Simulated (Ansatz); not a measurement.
Reaction (SMILES): FCl (F-Cl) → Cl atom + F atom
B3LYP-D3(BJ)/def2-TZVP geometries, fixed; electronic energies without zero-point terms.

Basis-set convergence of the atomisation energy at CCSD(T) with Ansatz (a quantum-chemistry and plane-wave program). All functions are spherical. Cores are frozen. Open shells are unrestricted. No added dispersion term, no relativity. Functions are those of the species that has most. Reference: Hartree-Fock in aug-cc-pV(Q+d)Z plus the correlation part extrapolated as X^-3 from aug-cc-pV(T+d)Z and aug-cc-pV(Q+d)Z, 62.43 kcal/mol, itself unsure by roughly 0.56 kcal/mol (a third of the extrapolation step and of the last Hartree-Fock step). Deviations are taken from unrounded values.

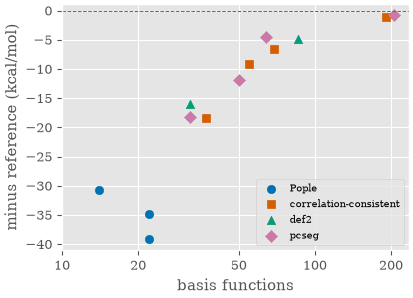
Fig. 1. Deviation from the reference against the number of basis functions, by family of sets.

| basis | functions | atomisation energy (kcal/mol) | minus reference (kcal/mol) |
|---|---|---|---|
| STO-3G | 14 | 31.68 | -30.75 |
| 3-21G | 22 | 27.57 | -34.87 |
| 6-31G | 22 | 23.28 | -39.15 |
| def2-SVP | 32 | 46.37 | -16.06 |
| pcseg-1 | 32 | 44.20 | -18.23 |
| cc-pV(D+d)Z | 37 | 44.07 | -18.36 |
| aug-pcseg-1 | 50 | 50.51 | -11.93 |
| aug-cc-pV(D+d)Z | 55 | 53.35 | -9.09 |
| pcseg-2 | 64 | 57.84 | -4.60 |
| cc-pV(T+d)Z | 69 | 55.95 | -6.49 |
| def2-TZVPD | 86 | 57.59 | -4.84 |
| cc-pV(5+d)Z | 191 | 61.28 | -1.16 |
| pcseg-4 | 206 | 61.72 | -0.71 |
